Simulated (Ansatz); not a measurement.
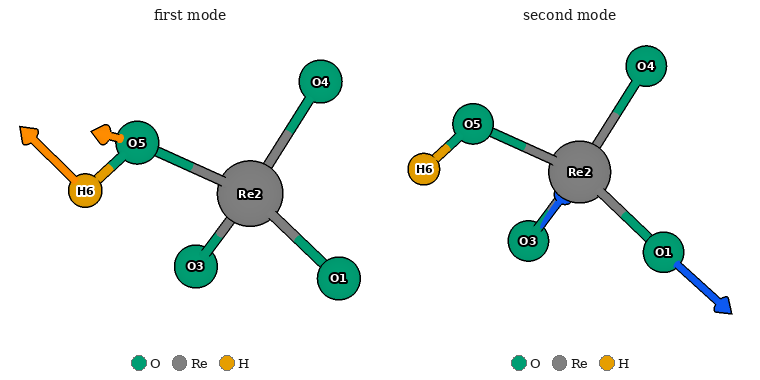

The system is HO₄Re, SMILES [O]=[Re](=[O])(=[O])[OH]; the picture shows the reference structure; its two panels give the patterns of the first and the second mode as arrows. The first coordinate is: normal mode 8 (768 cm⁻¹); the second: normal mode 9 (1028 cm⁻¹). Nothing is relaxed (straight displacements along the two mass-weighted modes). Grid: 11 × 11 points. Points are written as (first, second). Energies are in kJ/mol, from the relaxed molecule at the same level. Computed with RKS PBE0-D4/def2-SVP (Ansatz 0.2.0).

Its coordinates:

```xyz
6

O     0.1129   -0.7920    1.6527
Re    0.0561   -0.4402   -0.0041
O    -1.4389   -0.9679   -0.6028
O     1.3071   -1.2574   -0.8010
O     0.2756    1.3877   -0.2976
H    -0.3128    2.0697    0.0528
```

Range: normal mode 8 (768 cm⁻¹) from −0.744 to 0.744 amu½·Å; normal mode 9 (1028 cm⁻¹) from −0.556 to 0.556 amu½·Å.

What will the energy surface look like?

Answer. The lowest grid point is at (0.000 amu½·Å, 0.000 amu½·Å), 0 kJ/mol from the relaxed molecule at the same level. No other kind of well shows on this grid. The highest grid point, (−0.744 amu½·Å, 0.556 amu½·Å), lies 133 kJ/mol above the lowest.

```csv
"normal mode 9 (1028 cm⁻¹) ↓, normal mode 8 (768 cm⁻¹) →",−0.744,−0.595,−0.446,−0.298,−0.149,0.000,0.149,0.298,0.446,0.595,0.744
0.556,133,104,83,69,61,59,62,68,78,91,108
0.445,112,83,61,48,40,38,40,46,56,70,86
0.333,96,66,45,31,23,21,23,30,40,53,69
0.222,84,55,33,19,12,9,12,18,28,41,57
0.111,77,48,27,13,5,2,5,11,21,34,50
0.000,75,45,24,10,2,0,2,8,18,31,48
−0.111,77,48,27,13,5,2,5,11,21,34,50
−0.222,84,55,33,19,12,9,12,18,28,41,57
−0.333,96,66,45,31,23,21,23,30,40,53,69
−0.445,112,83,61,48,40,38,40,46,56,69,86
−0.556,133,104,83,69,61,59,62,68,78,91,108
```

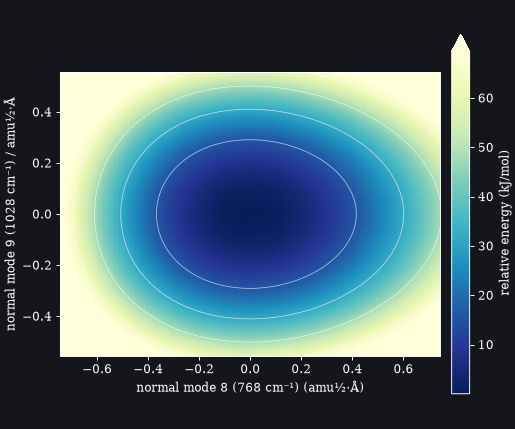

In the figure: a smooth colour map with a few white contour lines, one colour for all values above the top of the scale. Between grid points the surface is interpolated.

Each point was launched as `ansatz run input.yaml --threads 1 --pin off --max-ram 2560MiB --backend cpu --events-out ev --progress --plain --runs-dir out`. Time for the 121 points that were run: 9.9 min on 1 thread of Arm Neoverse V2 (shared host).
